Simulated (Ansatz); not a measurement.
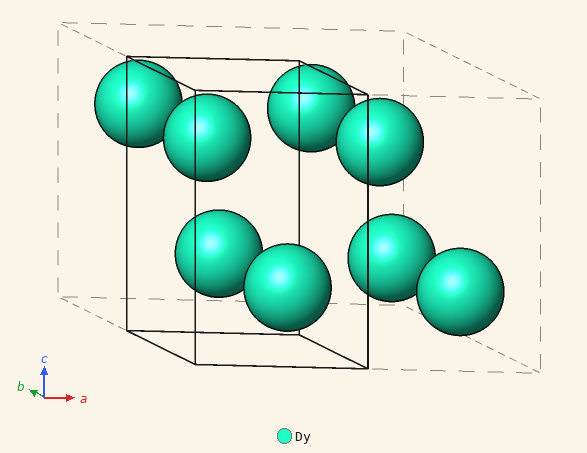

Structure drawing (spheres-only), viewed slightly off an axis. Shown are 2×2×1 repeats of the conventional unit cell, one of them outlined in solid lines. Cell: a = 3.632 Å, b = 3.632 Å, c = 5.857 Å, α = 90.00°, β = 90.00°, γ = 120.00°.

The element is dysprosium. It takes space group P6_3/mmc (No. 194) on a primitive hexagonal lattice. The structure is of the kind named hexagonal close-packed (Mg type). The cell holds two atoms. Dy is coordinated by twelve Dy in an anticuboctahedral arrangement at about 3.6 Å.

The structure comes from the standard structure of this element. The picture shows the end point of a geometry optimisation with DFT PBE, scalar-relativistic, plane waves, PAW in Ansatz.
